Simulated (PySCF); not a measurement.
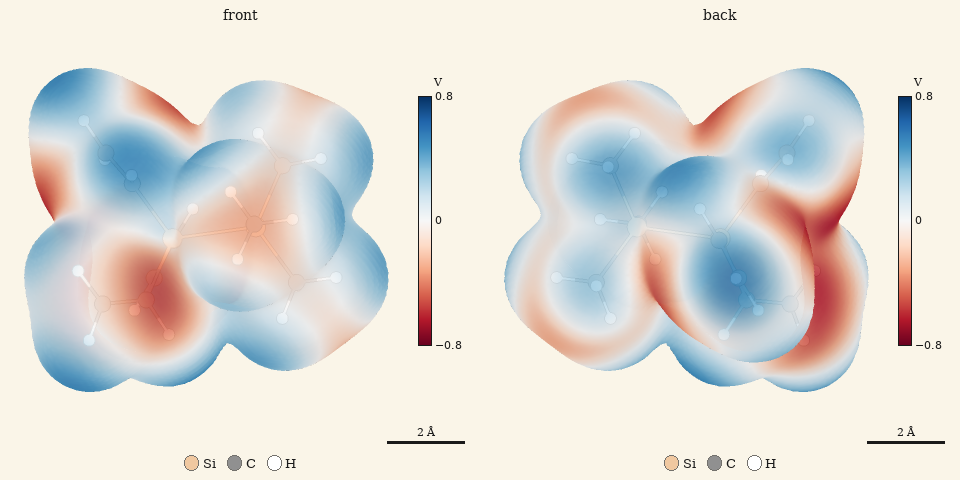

The picture shows: C9H18Si2 (SMILES C=C[Si](C=C)(C=C)[Si](C)(C)C). The molecular electrostatic potential painted on the density surface at 0.001 e/bohr³, seen from the front and from behind; the colour scale runs from red (negative) to blue (positive).

Geometry: PBE0-D3(BJ)/def2-SVP.

Theory: PySCF 2.14.0, PBE0/pcSseg-1, SCF density, gas phase, non-relativistic.

```tsv
atom	x (Å)	y (Å)	z (Å)
Si	0.3558	0.5839	0.2684
C	0.2525	0.5343	2.1427
C	1.3182	0.5391	2.9534
H	-0.7427	0.4598	2.6029
H	2.3372	0.6147	2.5562
H	1.2260	0.4742	4.0440
C	2.1500	0.5026	-0.2788
C	2.7869	1.4887	-0.9225
H	2.7053	-0.4266	-0.0871
H	2.2907	2.4414	-1.1412
H	3.8275	1.3957	-1.2552
C	-0.4423	2.1557	-0.3779
C	-0.8911	3.1497	0.3993
H	-0.5783	2.2549	-1.4642
H	-0.7841	3.1186	1.4899
H	-1.3790	4.0406	-0.0138
Si	-0.7937	-1.2779	-0.5971
C	-2.5900	-1.2063	-0.0195
C	-0.7259	-1.2295	-2.4836
C	0.0199	-2.8597	0.0357
H	-3.1711	-2.0551	-0.4158
H	-3.0710	-0.2747	-0.3567
H	-2.6531	-1.2391	1.0798
H	-1.2254	-0.3289	-2.8740
H	0.3164	-1.2195	-2.8392
H	-1.2270	-2.1097	-2.9194
H	1.0627	-2.9359	-0.3108
H	0.0272	-2.8818	1.1368
H	-0.5214	-3.7511	-0.3215
```

> Describe the electrostatic potential map.

The most negative region (about −0.6 V) lies over the π face of the C atoms, the most positive (about +0.5 V) over the H atoms.

> How polar is the molecule by this calculation?

Its dipole moment is 0.11 D.
